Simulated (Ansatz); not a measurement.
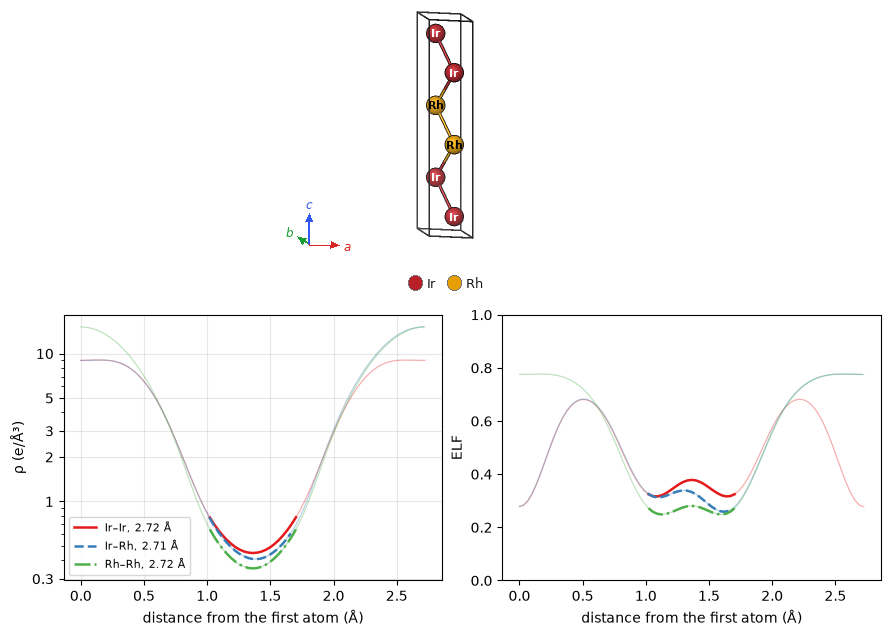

Ir$_{2}$Rh. Valence electron density and ELF along straight lines between neighbouring atoms. Thin, pale parts lie inside the atomic spheres. The structure is drawn too.

Space group P-3m1; a structure generated by program, which may or may not match a known phase; computed pressure about −17 GPa in this cell; computed without spin polarisation.

Method: DFT LDA, scalar-relativistic, plane waves, PAW in Ansatz.

Core electrons are frozen (PAW), and the valence fields are smoothed inside the atomic spheres.

**What can be read from the curves?**

Ir–Ir (2.72 Å): ρ at the midpoint is about 0.45 e/Å³; the ELF is about 0.40 at the midpoint.
Ir–Rh (2.71 Å): the density is about 0.41 e/Å³ at the midpoint; the ELF is about 0.35 at the midpoint.
Rh–Rh (2.72 Å): ρ at the midpoint is about 0.35 e/Å³; the ELF is about 0.30 at the midpoint (no localised pair shows between them).
